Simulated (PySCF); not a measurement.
```xyz
12

C     2.8609    0.0556    0.7007
C     1.6315    0.2157    0.1691
C     0.5274    0.3826   -0.3336
C    -0.7910    0.5297   -0.8687
Si   -2.0343   -0.5503    0.1275
H     3.2058    0.6973    1.4917
H     3.5192   -0.7172    0.3463
H    -1.1004    1.5766   -0.8176
H    -0.8062    0.2228   -1.9175
H    -2.0332   -0.1017    1.5187
H    -1.6195   -1.9484    0.0284
H    -3.3591   -0.3633   -0.4709
```

Geometry: GFN2-xTB.

Computed with UKS B3LYP, pcH-1 on C H Si, non-relativistic, mean-field spin-orbit, GIAO in PySCF.

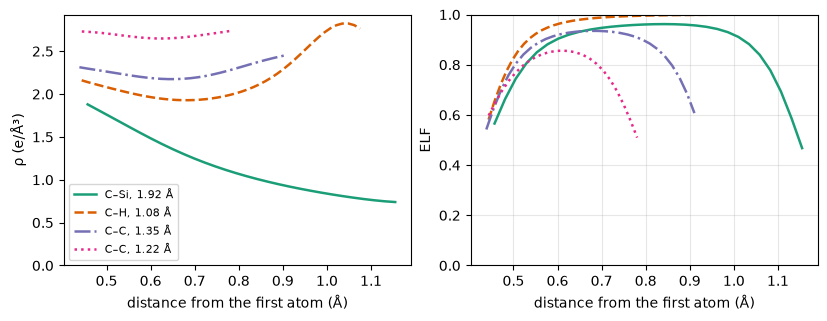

C4H7Si (SMILES [CH2]C#CC[SiH3]) (doublet). Total electron density and electron localisation function along straight lines between neighbouring atoms. The curves leave out the atomic cores.

Q: What kind of bonding do the profiles show?

A: C–Si (1.92 Å): ρ at the midpoint is about 0.87 e/Å³; the ELF peaks at about 0.95 between the atoms, as expected for a covalent bond.
C–H (1.08 Å): ρ is about 2 e/Å³ halfway; the ELF climbs to about 1 towards the hydrogen, as it does in any bond to H (an ordinary covalent bond to hydrogen).
C–C (1.35 Å): ρ at the midpoint is about 2.2 e/Å³; the ELF peaks at about 0.95 between the atoms: localised, covalent bonding.
C–C (1.22 Å): the density is about 2.6 e/Å³ at the midpoint; the ELF peaks at about 0.85 between the atoms (a multiple bond).
